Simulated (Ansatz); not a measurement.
# BClH4N2: Born-Oppenheimer dynamics

The task is to watch the atoms for 60 steps of 1.0 fs, started with velocities for 300 K and run with a Langevin thermostat, and see to which side of the barrier the system falls.

The runs use Ansatz 0.2.0, Gaussian basis; PBE0-D4/def2-SVP.

1 further run of the same task is left out (it didn't finish).

## Step 1: Starting geometry

The start, a first-order saddle point found at PBE0-D4 in triple zeta: 8 atoms, charge 0, spin multiplicity 1.

Atoms are counted from 1 here; the program's logs count them from 0.

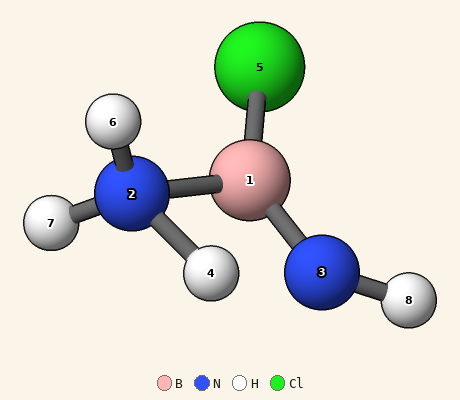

The starting geometry (boron pink, nitrogen blue, hydrogen white, chlorine green); atoms are numbered from 1 in the order of the file.

Geometry (Å):

```xyz
8

B    -0.5115    0.1837    0.3011
N     0.8126    0.4093   -0.4896
N    -0.5271   -1.1667    0.3326
H     0.6276   -0.8145   -0.3597
Cl   -1.5157    1.5171    0.8756
H     0.7359    0.8178   -1.4134
H     1.5816    0.8412    0.0087
H    -1.2034   -1.7878    0.7447
```

## Step 2: The run

The input, md/in.yaml:

```yaml
crystal:
  periodic: [false, false, false]
  atoms:
    - {symbol: B, position_ang: [-0.511459, 0.183716, 0.301059]}
    - {symbol: N, position_ang: [0.812567, 0.409331, -0.489599]}
    - {symbol: N, position_ang: [-0.527075, -1.166738, 0.332646]}
    - {symbol: H, position_ang: [0.627586, -0.814484, -0.359743]}
    - {symbol: Cl, position_ang: [-1.515692, 1.517075, 0.875610]}
    - {symbol: H, position_ang: [0.735877, 0.817797, -1.413449]}
    - {symbol: H, position_ang: [1.581602, 0.841152, 0.008681]}
    - {symbol: H, position_ang: [-1.203407, -1.787849, 0.744695]}
basis:
  gaussian: {orbitals: def2-SVP}
hamiltonian: {xc: pbe0, dispersion: d4}
md: {n_steps: 60, timestep: 1.0, temperature: 300, ensemble: nvt_langevin, seed: 710, friction: 0.01, initial_velocities: maxwell_boltzmann}
```

On the command line:

```console
$ ansatz run in.yaml --threads 2 --pin off --events-out ev --progress --plain --max-ram 4352MiB
```

**Question.** What will these runs give? Wanted: temperature at the start; mean temperature, second half; lowest and highest potential energy, from the first frame; largest change of potential + kinetic.

As calculated:

```
                                                 quantity              value
                                                   length  60 steps, 60.0 fs
                                 temperature at the start              262 K
                            mean temperature, second half              444 K
lowest and highest potential energy, from the first frame    -221 and 65 meV
                    largest change of potential + kinetic          139.8 meV
```

What this shows: By the last frame it has moved towards the side where N2–H4 form. The thermostat trades energy with the molecule, so the sum of potential and kinetic energy isn't conserved: it changes by +36 meV over the run. The mean temperature of the second half is still well above the 300 K set. With 8 atoms the instant temperature spans 191 to 552 K. Under Langevin the temperature counts 3N degrees of freedom, more than the drawn velocities fill, so it starts at 262 K, not 300 K.
